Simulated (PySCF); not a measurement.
Input file:

```
{"job": {"kind": "uv", "xc": "B3LYP", "basis": "def2-SVPD", "nstates": 8, "ntriplets": 3}, "charge": 0, "multiplicity": 1}
C      2.047815     0.467681     0.129528
C      0.834130    -0.183318     0.780108
C     -0.274089    -0.523491    -0.221562
C     -1.424915    -1.244753     0.488479
Si    -0.925022     0.995508    -1.155031
F     -2.263385     0.570758    -1.937801
Br    -1.571889     2.532232     0.284929
H      2.846852     0.587844     0.857157
H      1.803225     1.452484    -0.264376
H      2.421040    -0.146319    -0.688085
H      1.148399    -1.105676     1.276381
H      0.437177     0.481390     1.552044
H      0.148109    -1.213017    -0.962254
H     -2.206112    -1.525508    -0.215540
H     -1.061817    -2.150452     0.971962
H     -1.865716    -0.609421     1.255745
H     -0.100800     1.626087    -2.161593
```

Command:

```sh
OMP_NUM_THREADS=1 python probes_run.py task.json out
```

Geometry: GFN2-xTB.

Level of theory: B3LYP/def2-SVPD, SCF density, gas phase in PySCF 2.14.0.

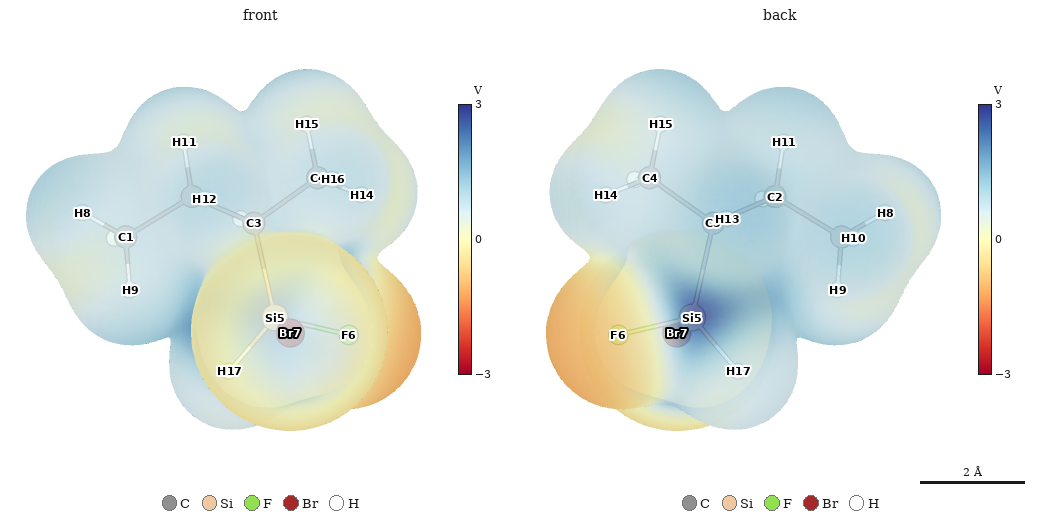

C4H10BrFSi. The molecular electrostatic potential painted on the density surface at 0.004 e/bohr³, seen from the front and from behind; the colour scale runs from red (negative) to blue (positive).

> Where is the surface potential most negative and most positive?

The most negative region (about −1.1 V) lies over F6, the most positive (about +2.4 V) over Si5. Br7 shows a σ-hole: about +0.7 V at the tip opposite its bond, against about −0.2 V on its flanks.
